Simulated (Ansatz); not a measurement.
## Electronic structure of Cl···CH$_{4}$S (charge −1) in real space

The calculation's input:

```
crystal:
  periodic: [false, false, false]
  atoms:
    - {symbol: Cl, position_ang: [0.898053, 1.919388, 1.819956]}
    - {symbol: C, position_ang: [-0.557392, -0.596920, -0.348736]}
    - {symbol: S, position_ang: [1.074568, -0.076219, -0.935478]}
    - {symbol: H, position_ang: [-1.334389, -0.344869, -1.073298]}
    - {symbol: H, position_ang: [-0.578736, -1.672477, -0.161920]}
    - {symbol: H, position_ang: [-0.743993, -0.060468, 0.584169]}
    - {symbol: H, position_ang: [1.241790, 0.831666, 0.115308]}
basis:
  gaussian: {orbitals: "def2-TZVPPD.json"}
total_charge: -1
hamiltonian: {xc: pbe0, dispersion: d4}
output: {orbitals: {seedname: orbitals}}
```

Run with:

```sh
ansatz run in.yaml --threads 2 --pin off --events-out ev --progress --plain --max-ram 4352MiB
```

The product side of a reaction path; geometry: PBE0-D4/def2-TZVP.

These are results of Ansatz, RKS PBE0-D4/def2-TZVPPD, not measurements.

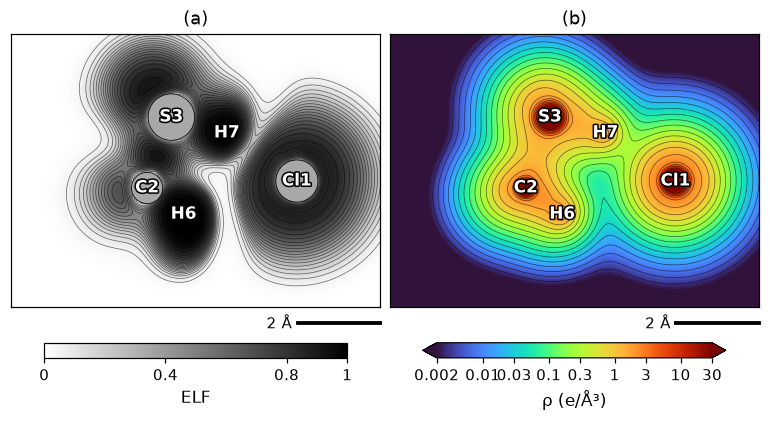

Figure 1. (a) electron localisation function; (b) electron density on the plane of atoms C2, S3 and H7. Grey discs cover the atomic cores in the ELF map.

**Read the bonding off the picture.**

The section cuts through Cl, C, S and H sites. Cl1···H7 (2.05 Å): the density falls to about 0.28 e/Å³ on the way; the ELF dips to about 0.30 between them. C–S (1.81 Å): ρ at the midpoint is about 1.2 e/Å³; the ELF peaks at about 0.90 between the atoms (a shared electron pair). C–H (1.09 Å): the density is about 2 e/Å³ at the midpoint; the ELF climbs to about 1 towards the hydrogen, as it does in any bond to H: a covalent bond by its length. S–H (1.40 Å): the density is about 1.5 e/Å³ at the midpoint; the ELF climbs to about 1 towards the hydrogen (an ordinary covalent bond to hydrogen). The ELF also peaks beside S3, away from the bonds: lone-pair regions.

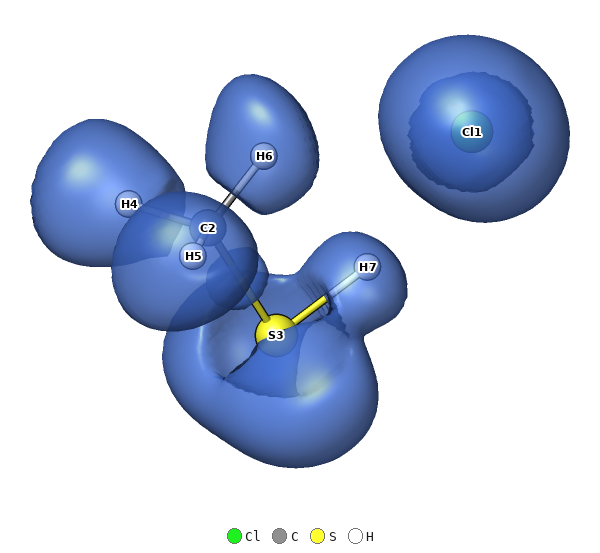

Figure 2. Isosurface of the electron localisation function at 0.8 (blue), seen at a tilt. Core shells and regions of very low density are left out.

**Describe the localisation domains.**

At this value the surface marks out one region between bonded C–S atoms (shared pairs), three regions around hydrogen nuclei, one region wrapped around Cl (its valence shell) and one joined region spread over several atoms (H, S), in which their bonds and any lone pairs are merged.

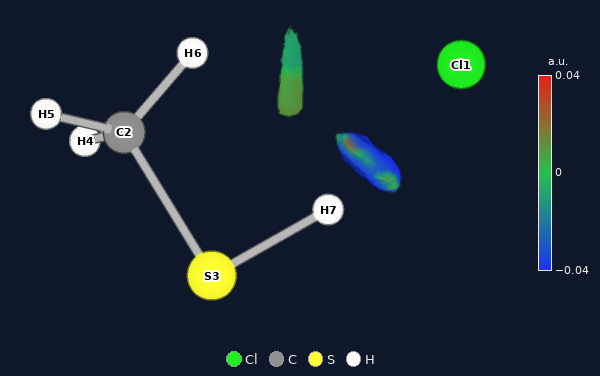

Figure 3. Non-covalent interaction (NCI) plot: the surface where the reduced density gradient is 0.5, for densities under 0.05 a.u., coloured by sign(λ₂)ρ; seen at a tilt.

**Which non-covalent interactions does the plot reveal?**

H7···Cl1 (2.1 Å): an attractive contact (blue); between H6 and C2 on one side and Cl1 on the other: a weak contact, attractive (blue-green) on one side and crowded (olive to red) on the other.
